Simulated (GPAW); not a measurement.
**How the Hubbard U moves the magnetism of zigzag Eu chain, bond 3.146 A**

Aim: see how far moments and order energies of zigzag Eu chain, bond 3.146 A move with the Hubbard U, and what each rung costs.

Main program and level: GPAW 26.7.0; PBE with several values of U; plane waves with GPAW's PAW setups, scalar-relativistic.

## Step 1: Starting point

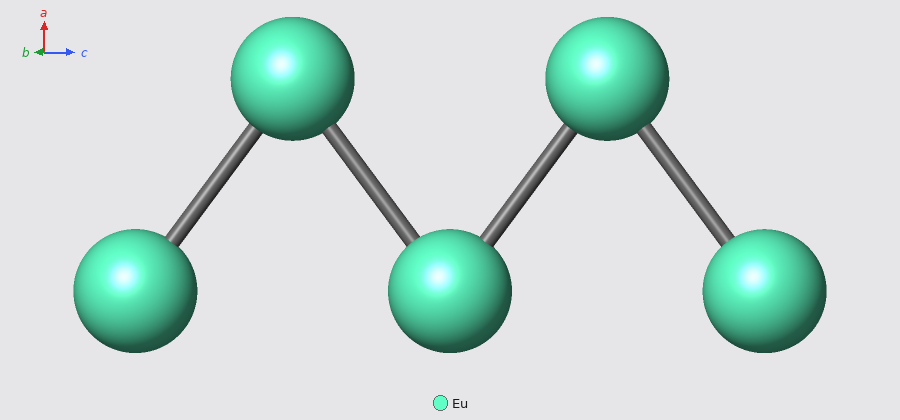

The starting structure, seen from the side, with the c axis across the page (europium green). 1×1×2 cells are drawn. Some periodic images of atoms are drawn too.

The cell holds 2 atoms: 2 Eu. Its edges and angles: a = 12.000 Å, b = 12.000 Å, c = 3.775 Å, α = 90.0°, β = 90.0°, γ = 90.0°. model lattice. Vacuum lies along a and b. The structure's axis is c.

## Step 2: Rung 1 (no U), start ferro ++

Each rung takes a larger U, to see how far the results hang on a number that is chosen.

Contents of order1.py:

```python
import json
import numpy as np
from ase import Atoms
from ase.parallel import paropen, parprint
from gpaw import GPAW

atoms = Atoms(['Eu', 'Eu'],
    cell=[[12.0, 0.0, 0.0],
         [0.0, 12.0, 0.0],
         [0.0, 0.0, 3.7752]],
    scaled_positions=[[0.39513333, 0.5, 0.0],
         [0.60486667, 0.5, 0.5]],
    pbc=True,
    magmoms=[7.0, 7.0])
atoms.calc = GPAW(mode={'name': 'pw', 'ecut': 700},
    xc='PBE',
    kpts={'size': (1, 1, 8), 'gamma': True},
    occupations={'name': 'fermi-dirac', 'width': 0.1},
    convergence={'density': 1e-05, 'energy': 1e-05},
    maxiter=200,
    symmetry={'tolerance': 1e-4},
    txt='order1.txt')
e = atoms.get_potential_energy(force_consistent=True)
res = {'free_energy': e, 'energy_sigma0': atoms.get_potential_energy(), 'fermi_energy': atoms.calc.get_fermi_level()}
res['moments'] = atoms.get_magnetic_moments().tolist()
res['total'] = atoms.get_magnetic_moment()
parprint('site moments (muB):', np.round(res['moments'], 3))
parprint(f"total moment: {res['total']:.3f} muB")
parprint(f'free energy: {e:.6f} eV')
atoms.calc.write('order1.gpw')
with paropen('results.json', 'w') as f:
    json.dump(res, f)
```

Command:

```sh
$ OMP_NUM_THREADS=1 mpirun -n 2 gpaw python order1.py > order1.log
```

Output:

```text
site moments (muB): [6.864 6.864]
total moment: 16.154 muB
free energy: -17.099205 eV

--- order1.txt ---
Input parameters:
  mode=PW(ecut=700),
  convergence={'density': 1e-05, 'energy': 1e-05},
  kpts=MonkhorstPack(size=(1, 1, 8), gamma=True),
  maxiter=200,
  occupations=Occupations(name='fermi-dirac', width=0.1),
  symmetry=Symmetry(tolerance=0.0001),
  xc=XC(name='PBE')

Diagonalizing LCAO Hamiltonian
Converting LCAO to pw mode
        .----------------------------.
       /|                            |
      / |                            |
     /  |                            |
    /   |                            |
   /    .----------------------------.
  /    /              Eu            /
 *    /                            /
 |   /                            /
 |  /           Eu               /
 | /                            /
 |/                            /
 *----------------------------*

Atoms  # Å, Bohr magnetons
|   | symbol |        x |        y |        z |    initial magnetic moments |
|---|--------|----------|----------|----------|-----------------------------|
| 0 |     Eu | 4.741600 | 6.000000 | 0.000000 | ( 0.0000,  0.0000,  7.0000) |
| 1 |     Eu | 7.258400 | 6.000000 | 1.887600 | ( 0.0000,  0.0000,  7.0000) |

Unit cell  # Å
| periodic |         x |         y |        z |   lengths |    angles |
|----------|-----------|-----------|----------|-----------|-----------|
|      yes | 12.000000 |  0.000000 | 0.000000 | 12.000000 | 90.000000 |
|      yes |  0.000000 | 12.000000 | 0.000000 | 12.000000 | 90.000000 |
|      yes |  0.000000 |  0.000000 | 3.775200 |  3.775200 | 90.000000 |

Number of symmetries: 4

BZ-sampling:
  Number of BZ points: 8
  Number of IBZ points: 5

  Monkhorst-Pack size: [1, 1, 8]
  Monkhorst-Pack shift: [0.0, 0.0, 0.0625]

Plane wave coefficients: 22888
Cutoff: 700.0 eV

Spin-components: 2 (collinear spins)
Bands:           33
Projectors:      16
Spin-degeneracy: 1
Datatype:        complex128

Parallelization:
  kpt:    2
  domain: 1
  band:   1

Density:
  Valence electrons: 34.0
  Components: 2
  Grid points: [75 75 24]
  Charge: 0.0  # |e|

Potential:
  Grid points: [75 75 24]

[... setups left out ...]
Reference energy: -590161.623223  # eV

eigensolver:
  PPCG
  Converge bands: occupied
  niter=2

density mixing:
  MSR1-Mixer
  Pratt-step length: 0.05
  Maximum mixing coefficient: 0.75
  Old densities: 10
  SVD Regularization: 0.005
  Good broyden scale: 1.0
  Trust region scale: 1.0
  Backstep threshold: 4.0
  History deletion threshold: 6.0
  Fourier metric: weight=20.0, sigma=0.015

occupation numbers:
  Fermi-Dirac:
    width: 0.1000  # eV

poisson solver:
  ecut: 5600.0  # eV

xc functional:
  name: PBE with 2 nearest neighbor stencil

convergence criteria:
- Maximum integral of absolute [dens]ity change: 1e-05 electrons / valence electron
- Maximum [total energy] change in last 3 cyles: 1e-05 eV / valence electron
- Maximum integral of absolute [eigenst]ate change: 4e-08 eV^2 / valence electron
maximum number of iterations: 200

SCF iterations
|iter     |      energy | eigst |  dens |  magmom |
|---------|-------------|-------|-------|---------|
|iter:   1|       0s |  -18.504484 | -0.23 |       | +14.0328|
|iter:   2|       8s |  -16.994751 | -0.91 | -0.52 | +13.8854|
|iter:   3|      16s |  -16.904273 | -2.22 | -1.01 | +13.9560|
|iter:   4|      23s |  -16.756713 | -1.66 | -1.04 | +14.2870|
|iter:   5|      31s |  -16.802283 | -2.41 | -1.17 | +14.5359|
|iter:   6|      39s |  -16.899042 | -2.12 | -1.23 | +15.0091|
|iter:   7|      46s |  -16.990576 | -2.10 | -1.41 | +15.5616|
|iter:   8|      54s |  -17.013823 | -2.76 | -1.70 | +15.8668|
|iter:   9|      61s |  -17.021766 | -3.26 | -2.08 | +16.0315|
|iter:  10|      69s |  -17.020693 | -3.59 | -2.12 | +16.0504|
|iter:  11|      76s |  -17.021541 | -3.54 | -2.38 | +16.1406|
|iter:  12|      84s |  -17.021763 | -4.64 | -2.80 | +16.1451|
|iter:  13|      92s |  -17.021860c| -4.92 | -2.97 | +16.1421|
|iter:  14|      99s |  -17.021887c| -4.97 | -3.17 | +16.1439|
|iter:  15|     107s |  -17.021841c| -5.25 | -3.46 | +16.1483|
|iter:  16|     115s |  -17.021852c| -5.29 | -3.71 | +16.1515|
|iter:  17|     123s |  -17.021783c| -6.41 | -3.99 | +16.1528|
|iter:  18|     129s |  -17.021786c| -7.33 | -4.49 | +16.1531|
|iter:  19|     134s |  -17.021781c| -7.59c| -4.72 | +16.1534|
|iter:  20|     138s |  -17.021780c| -7.81c| -5.04c| +16.1537|

Converged in 20 steps
Energy contributions relative to reference atoms: (reference = -590161.623223)

Energy contributions:
  Kinetic:          20.588588
  Coulomb:         -12.710232
  Zero:              0.128091
  External:          0.000000
  Xc:              -24.950803
  Entropy:          -0.154848
  Spinorbit:         0.000000
  ----------------------------
  Free energy:     -17.099205
  Extrapolated:    -17.021780

dipole moment: (-0.000001, -0.000001, -20.945210)  # |e|*Ang

Total magnetic moment: (0.000000, 0.000000, 16.153697)

Local magnetic moments
|        x |        y |        z |
|----------|----------|----------|
| 0.000000 | 0.000000 | 6.863544 |  # Eu   0
| 0.000000 | 0.000000 | 6.863541 |  # Eu   1

Fermi level: -1.187
Eigenvalues  # (at kpt = [0.000, 0.000, 0.000])
| band index |      eig [eV] | occ [0-1] |      eig [eV] | occ [0-1] |
|------------|---------------|-----------|---------------|-----------|
|          0 |       -43.088 |     1.000 |       -39.816 |     1.000 |
|        ... |               |           |               |           |
|         10 |        -2.012 |     1.000 |        -0.224 |     0.000 |
|         11 |        -1.979 |     1.000 |         0.024 |     0.000 |
|         12 |        -1.970 |     1.000 |         0.104 |     0.000 |
|         13 |        -1.917 |     0.999 |         0.369 |     0.000 |
|         14 |        -1.914 |     0.999 |         0.478 |     0.000 |
|         15 |        -1.885 |     0.999 |         0.655 |     0.000 |
|         16 |        -1.815 |     0.998 |         1.588 |     0.000 |
|         17 |        -1.786 |     0.997 |         1.625 |     0.000 |
|         18 |        -1.756 |     0.997 |         1.794 |     0.000 |
|         19 |        -1.752 |     0.996 |         2.383 |     0.000 |
|         20 |        -1.744 |     0.996 |         2.427 |     0.000 |
|         21 |        -1.726 |     0.995 |         2.502 |     0.000 |
|         22 |        -1.721 |     0.995 |         2.592 |     0.000 |
|         23 |        -1.716 |     0.995 |         2.681 |     0.000 |
|         24 |        -1.357 |     0.845 |         2.697 |     0.000 |
|        ... |               |           |               |           |
|         32 |         1.526 |     0.000 |         3.225 |     0.000 |

No gap
No difference between direct/indirect transitions
```

Wall time 2.5 min (2 MPI ranks of Arm Neoverse V1, shared host); peak memory 1.2 GiB; 5 min of CPU time.

Spin moment in the augmentation sphere by atom:

```tsv
atom	spin moment in the augmentation sphere (μB)
Eu1	6.86
Eu2	6.86
```

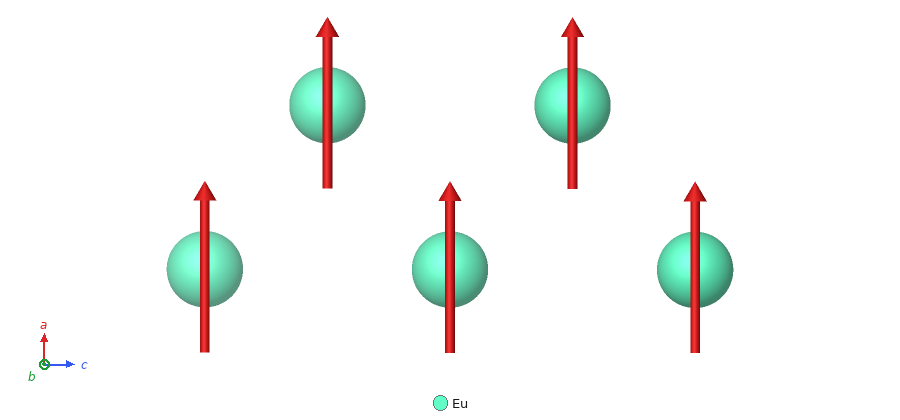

Spin moment in the augmentation sphere as arrows, the longest 6.86 μB. Up and down stand for the sign. Arrows give size and sign along the axis of quantisation, drawn up and down the page. 1×1×2 cells are drawn. Some periodic images of atoms are drawn too.

Numbers from this step:

```yaml
magnetization: 16.15 μB
final_state: ferromagnetic
```

After 20 cycles the largest moment stands at 6.86 μB.

## Step 3: Rung 1 (no U), start antiferro +-

The second start gives the energy difference between the two end states, the quantity that is followed up the ladder.

order2.py is the script of step 2 with these lines changed:

```diff
@@ -13,3 +13,3 @@
     pbc=True,
-    magmoms=[7.0, 7.0])
+    magmoms=[7.0, -7.0])
 atoms.calc = GPAW(mode={'name': 'pw', 'ecut': 700},
@@ -21,3 +21,3 @@
     symmetry={'tolerance': 1e-4},
-    txt='order1.txt')
+    txt='order2.txt')
 e = atoms.get_potential_energy(force_consistent=True)
@@ -29,3 +29,3 @@
 parprint(f'free energy: {e:.6f} eV')
-atoms.calc.write('order1.gpw')
+atoms.calc.write('order2.gpw')
 with paropen('results.json', 'w') as f:
```

Command:

```sh
$ OMP_NUM_THREADS=1 mpirun -n 2 gpaw python order2.py > order2.log
```

Output:

```text
site moments (muB): [ 6.705 -6.705]
total moment: -0.000 muB
free energy: -16.551762 eV

--- order2.txt ---
Input parameters:
  mode=PW(ecut=700),
  convergence={'density': 1e-05, 'energy': 1e-05},
  kpts=MonkhorstPack(size=(1, 1, 8), gamma=True),
  maxiter=200,
  occupations=Occupations(name='fermi-dirac', width=0.1),
  symmetry=Symmetry(tolerance=0.0001),
  xc=XC(name='PBE')

Diagonalizing LCAO Hamiltonian
Converting LCAO to pw mode
        .----------------------------.
       /|                            |
      / |                            |
     /  |                            |
    /   |                            |
   /    .----------------------------.
  /    /              Eu            /
 *    /                            /
 |   /                            /
 |  /           Eu               /
 | /                            /
 |/                            /
 *----------------------------*

Atoms  # Å, Bohr magnetons
|   | symbol |        x |        y |        z |    initial magnetic moments |
|---|--------|----------|----------|----------|-----------------------------|
| 0 |     Eu | 4.741600 | 6.000000 | 0.000000 | ( 0.0000,  0.0000,  7.0000) |
| 1 |     Eu | 7.258400 | 6.000000 | 1.887600 | ( 0.0000,  0.0000, -7.0000) |

Number of symmetries: 4

BZ-sampling:
  Number of BZ points: 8
  Number of IBZ points: 5

  Monkhorst-Pack size: [1, 1, 8]
  Monkhorst-Pack shift: [0.0, 0.0, 0.0625]

Plane wave coefficients: 22888
Cutoff: 700.0 eV

Spin-components: 2 (collinear spins)
Bands:           25
Projectors:      16
Spin-degeneracy: 1
Datatype:        complex128

Parallelization:
  kpt:    2
[...]
|iter:  19|      93s |  -16.434688c| -6.13 | -4.58 |  -0.0000|
|iter:  20|      97s |  -16.434695c| -6.55 | -5.11c|  +0.0000|
|iter:  21|     101s |  -16.434698c| -7.04 | -5.38c|  -0.0000|
|iter:  22|     104s |  -16.434699c| -7.58c| -5.57c|  -0.0000|

Converged in 22 steps
Energy contributions relative to reference atoms: (reference = -590161.623223)

Energy contributions:
  Kinetic:          29.009983
  Coulomb:         -20.599787
  Zero:             -0.057550
  External:          0.000000
  Xc:              -24.670282
  Entropy:          -0.234127
  Spinorbit:         0.000000
  ----------------------------
  Free energy:     -16.551762
  Extrapolated:    -16.434699

dipole moment: (0.000002, -0.000001, -20.918977)  # |e|*Ang

Total magnetic moment: (0.000000, 0.000000, -0.000002)

Local magnetic moments
|        x |        y |         z |
|----------|----------|-----------|
| 0.000000 | 0.000000 |  6.705139 |  # Eu   0
| 0.000000 | 0.000000 | -6.705139 |  # Eu   1

Fermi level: -1.088
Eigenvalues  # (at kpt = [0.000, 0.000, 0.000])
| band index |      eig [eV] | occ [0-1] |      eig [eV] | occ [0-1] |
|------------|---------------|-----------|---------------|-----------|
|          0 |       -43.026 |     1.000 |       -43.026 |     1.000 |
|        ... |               |           |               |           |
|          9 |        -2.233 |     1.000 |        -2.233 |     1.000 |
|         10 |        -1.846 |     0.999 |        -1.846 |     0.999 |
|         11 |        -1.827 |     0.999 |        -1.827 |     0.999 |
|         12 |        -1.774 |     0.999 |        -1.774 |     0.999 |
[...]
|         21 |         0.115 |     0.000 |         0.115 |     0.000 |
|         22 |         0.455 |     0.000 |         0.455 |     0.000 |
|         23 |         0.803 |     0.000 |         0.803 |     0.000 |
|         24 |         1.234 |     0.000 |         1.234 |     0.000 |

No gap
No difference between direct/indirect transitions
```

Elapsed: 1.9 min, on 2 MPI ranks; peak memory 1.2 GiB; 3.8 min of CPU time.

Spin moment in the augmentation sphere by atom:

```tsv
atom	spin moment in the augmentation sphere (μB)
Eu1	6.71
Eu2	-6.71
```

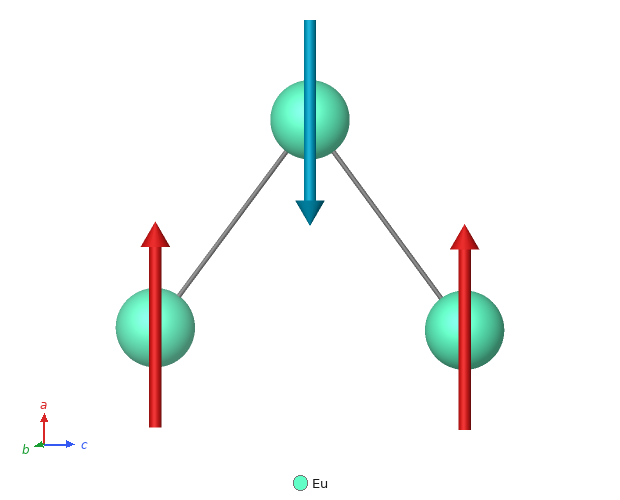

Spin moment in the augmentation sphere as arrows, the longest 6.71 μB. Up and down stand for the sign. Arrows give size and sign along the axis of quantisation, drawn up and down the page. The two directions have two colours. Some periodic images of atoms are drawn too.

Numbers from this step:

* magnetization: 0 μB
* final state: antiferromagnetic

This start lies +273.7 meV a seeded atom from the first; its largest moment is 6.71 μB.

## Step 4: Rung 2 (U = 1.5 eV on Eu f), start ferro ++

order1.py is the script of step 2 with these lines changed:

```diff
@@ -20,2 +20,3 @@
     maxiter=200,
+    setups={'Eu': ':f,1.5'},
     symmetry={'tolerance': 1e-4},
```

Command:

```sh
$ OMP_NUM_THREADS=1 mpirun -n 2 gpaw python order1.py > order1.log
```

Output:

```text
site moments (muB): [6.913 6.913]
total moment: 16.191 muB
free energy: -16.972577 eV

--- order1.txt ---
Input parameters:
  mode=PW(ecut=700),
  convergence={'density': 1e-05, 'energy': 1e-05},
  kpts=MonkhorstPack(size=(1, 1, 8), gamma=True),
  maxiter=200,
  occupations=Occupations(name='fermi-dirac', width=0.1),
  setups={'Eu': ':f,1.5'},
  symmetry=Symmetry(tolerance=0.0001),
  xc=XC(name='PBE')

[...]
|         13 |        -2.158 |     1.000 |         0.375 |     0.000 |
[...]
|         22 |        -1.973 |     1.000 |         2.997 |     0.000 |
|         23 |        -1.961 |     1.000 |         3.051 |     0.000 |
|         24 |        -1.361 |     0.859 |         3.298 |     0.000 |
|        ... |               |           |               |           |
|         32 |         1.628 |     0.000 |         4.317 |     0.000 |

No gap
No difference between direct/indirect transitions

[key lines of the parts left out:]
Free energy:     -16.972577
Converged in 20 steps
dipole moment: (0.000003, -0.000001, -20.865693)  # |e|*Ang
Fermi level: -1.181
```

Wall time 2.2 min (2 MPI ranks); peak memory 1.2 GiB.

Numbers from this step:

```
magnetization  : 16.19 μB
final state    : ferromagnetic
largest moment : 6.913 μB
```

The largest moment moves by +0.05 μB from rung 1, at 0.90 times its CPU time.

## Step 5: Rung 2 (U = 1.5 eV on Eu f), start antiferro +-

order2.py is the script of step 3 with these lines changed:

```diff
@@ -20,2 +20,3 @@
     maxiter=200,
+    setups={'Eu': ':f,1.5'},
     symmetry={'tolerance': 1e-4},
```

Command:

```sh
$ OMP_NUM_THREADS=1 mpirun -n 2 gpaw python order2.py > order2.log
```

Output:

```text
site moments (muB): [ 6.763 -6.763]
total moment: 0.000 muB
free energy: -16.448869 eV

--- order2.txt ---
Input parameters:
  mode=PW(ecut=700),
  convergence={'density': 1e-05, 'energy': 1e-05},
  kpts=MonkhorstPack(size=(1, 1, 8), gamma=True),
  maxiter=200,
  occupations=Occupations(name='fermi-dirac', width=0.1),
  setups={'Eu': ':f,1.5'},
  symmetry=Symmetry(tolerance=0.0001),
  xc=XC(name='PBE')

[...]
|         11 |        -2.109 |     1.000 |        -2.109 |     1.000 |
|         12 |        -2.095 |     1.000 |        -2.095 |     1.000 |
[...]
|         21 |         0.119 |     0.000 |         0.119 |     0.000 |
|         22 |         0.473 |     0.000 |         0.473 |     0.000 |
|         23 |         0.893 |     0.000 |         0.893 |     0.000 |
|         24 |         1.276 |     0.000 |         1.276 |     0.000 |

No gap
No difference between direct/indirect transitions

[key lines of the parts left out:]
Free energy:     -16.448869
Converged in 20 steps
dipole moment: (-0.000004, -0.000001, -20.846967)  # |e|*Ang
Fermi level: -1.063
```

The job ended after 1.7 min (2 MPI ranks; peak memory 1.2 GiB; 3.5 min of CPU time).

Numbers from this step:

```yaml
magnetization: 0 μB
final_state: antiferromagnetic
largest_moment: 6.763 μB
```

This start lies +261.9 meV a seeded atom from the first, a change of -11.9 meV since rung 1; its largest moment is 6.76 μB.

## Step 6: Rung 3 (U = 3 eV on Eu f), start ferro ++

order1.py is the script of step 4 with these lines changed:

```diff
@@ -20,3 +20,3 @@
     maxiter=200,
-    setups={'Eu': ':f,1.5'},
+    setups={'Eu': ':f,3.0'},
     symmetry={'tolerance': 1e-4},
```

Command:

```sh
$ OMP_NUM_THREADS=1 mpirun -n 2 gpaw python order1.py > order1.log
```

Output:

```text
site moments (muB): [6.95 6.95]
total moment: 16.213 muB
free energy: -16.930409 eV

--- order1.txt ---
Input parameters:
  mode=PW(ecut=700),
  convergence={'density': 1e-05, 'energy': 1e-05},
  kpts=MonkhorstPack(size=(1, 1, 8), gamma=True),
  maxiter=200,
  occupations=Occupations(name='fermi-dirac', width=0.1),
  setups={'Eu': ':f,3.0'},
  symmetry=Symmetry(tolerance=0.0001),
  xc=XC(name='PBE')

[...]
|         13 |        -2.544 |     1.000 |         0.378 |     0.000 |
[...]
|         22 |        -2.344 |     1.000 |         3.118 |     0.000 |
|         23 |        -2.340 |     1.000 |         3.136 |     0.000 |
|         24 |        -1.366 |     0.872 |         3.398 |     0.000 |
|        ... |               |           |               |           |
|         32 |         1.701 |     0.000 |         5.203 |     0.000 |

No gap
No difference between direct/indirect transitions

[key lines of the parts left out:]
Free energy:     -16.930409
Converged in 17 steps
dipole moment: (0.000002, -0.000001, -20.806402)  # |e|*Ang
Fermi level: -1.174
```

The job ended after 1.9 min (2 MPI ranks; peak memory 1.2 GiB; 3.9 min of CPU time).

Numbers from this step:

* magnetization: 16.21 μB
* final state: ferromagnetic
* largest moment: 6.950 μB

The largest moment moves by +0.04 μB from rung 2, at 0.86 times its CPU time.

## Step 7: Rung 3 (U = 3 eV on Eu f), start antiferro +-

order2.py is the script of step 5 with these lines changed:

```diff
@@ -20,3 +20,3 @@
     maxiter=200,
-    setups={'Eu': ':f,1.5'},
+    setups={'Eu': ':f,3.0'},
     symmetry={'tolerance': 1e-4},
```

Command:

```sh
$ OMP_NUM_THREADS=1 mpirun -n 2 gpaw python order2.py > order2.log
```

Output:

```text
site moments (muB): [ 6.804 -6.804]
total moment: 0.000 muB
free energy: -16.424167 eV

--- order2.txt ---
Input parameters:
  mode=PW(ecut=700),
  convergence={'density': 1e-05, 'energy': 1e-05},
  kpts=MonkhorstPack(size=(1, 1, 8), gamma=True),
  maxiter=200,
  occupations=Occupations(name='fermi-dirac', width=0.1),
  setups={'Eu': ':f,3.0'},
  symmetry=Symmetry(tolerance=0.0001),
  xc=XC(name='PBE')

[...]
|         22 |         0.482 |     0.000 |         0.482 |     0.000 |
|         23 |         0.948 |     0.000 |         0.948 |     0.000 |
|         24 |         1.301 |     0.000 |         1.301 |     0.000 |

Gap: 0.011 eV
Transition (v -> c):
  (s=1, k=2, n=16, [0.00, 0.00, 0.25]) -> (s=0, k=3, n=17, [0.00, 0.00, 0.38])
Direct/indirect transitions are different
Direct gap: 0.053 eV
Transition at: (s=1->0, k=3, n=16, [0.00, 0.00, 0.38])

[key lines of the parts left out:]
Free energy:     -16.424167
Converged in 21 steps
dipole moment: (-0.000001, -0.000001, -20.793975)  # |e|*Ang
Fermi level: -1.048
```

Elapsed: 1.8 min, on 2 MPI ranks; peak memory 1.2 GiB.

Numbers from this step:

```yaml
magnetization: 0 μB
final_state: antiferromagnetic
largest_moment: 6.804 μB
```

This start lies +253.1 meV a seeded atom from the first, a change of -8.7 meV since rung 2; its largest moment is 6.80 μB.

(Part 1 of 2 ends here.)

[Logs and program files are shortened in this print: banners, set-up blocks, solver, clock and traceback lines can be left out without a mark of their own.]

[Logs are printed without paths, hosts, clocks, repeated set-up lines and the standing remarks that a program may print on its own settings, such as how far it seeks lower states.]

[Hosts, paths, dates, database ids (printed as entryN), source tags and the programs' standing remarks are cut or masked in the printed files.]

[Where a cell is said to come from a database of computed structures, the database is the Materials Project.]
